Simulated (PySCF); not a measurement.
C₄H₄F₃O₂ (SMILES C[C](C=O)OC(F)(F)F) (doublet)

The calculation's input:

```
{"job": {"kind": "epr", "basis": "pcH-1"}, "charge": 0, "multiplicity": 2}
C     -1.257794    -1.406692    -0.141958
C     -0.415594    -0.202986    -0.019338
C     -0.970497     1.099515     0.088627
O     -2.181083     1.297554     0.069399
O      0.938039    -0.484042    -0.012011
C      1.862993     0.468829     0.059490
F      1.809087     1.350682    -0.945997
F      1.816184     1.182814     1.190937
F      3.055785    -0.107614     0.011099
H     -1.083494    -2.081661     0.697409
H     -2.299671    -1.098896    -0.162252
H     -1.006782    -1.959193    -1.048371
H     -0.271562     1.942177     0.195237
```

Command:

```sh
OMP_NUM_THREADS=1 python probes_run.py task.json out
```

Geometry: GFN2-xTB.

Level of theory: PySCF, UKS B3LYP, pcH-1 on C F H O, non-relativistic, mean-field spin-orbit, GIAO.

What will maps of the electron density, electron localisation function and spin density show?

C–O (1.23 Å): the density is about 3.2 e/Å³ at the midpoint; the ELF peaks at about 0.85 between the atoms; a short, multiple covalent bond.
C–F (1.33 Å): ρ is about 2.5 e/Å³ halfway; the ELF peaks at about 0.85 between the atoms, as expected for a shared but strongly polarised pair.
C–C (1.42 Å): ρ is about 2 e/Å³ halfway; the ELF peaks at about 0.95 between the atoms, as expected for localised, covalent bonding.
C–H (1.09 Å): the density is about 2.1 e/Å³ at the midpoint; the ELF climbs to about 1 towards the hydrogen, as it does in any bond to H: a covalent bond by its length.
The unpaired spin (1 electron) lies mostly on C2 (about 0.4), O4 (about 0.3) and O5 (about 0.1), in electrons by Hirshfeld's partition.

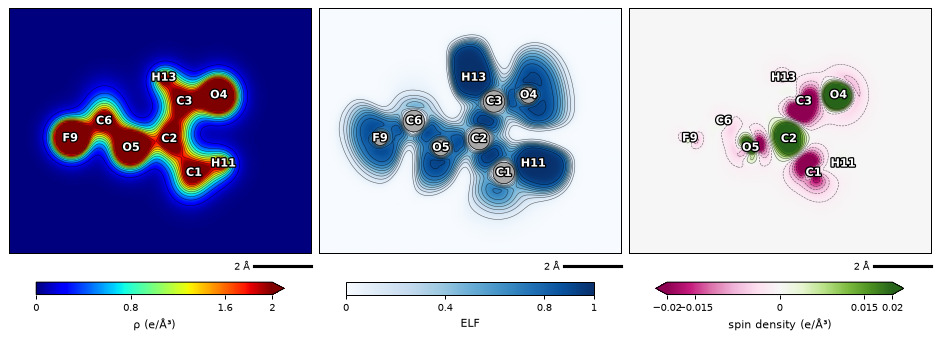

Computed electron density, electron localisation function and spin density on the plane of atoms C2, C3 and O4, in this order. Grey discs cover the atomic cores in the ELF map. 
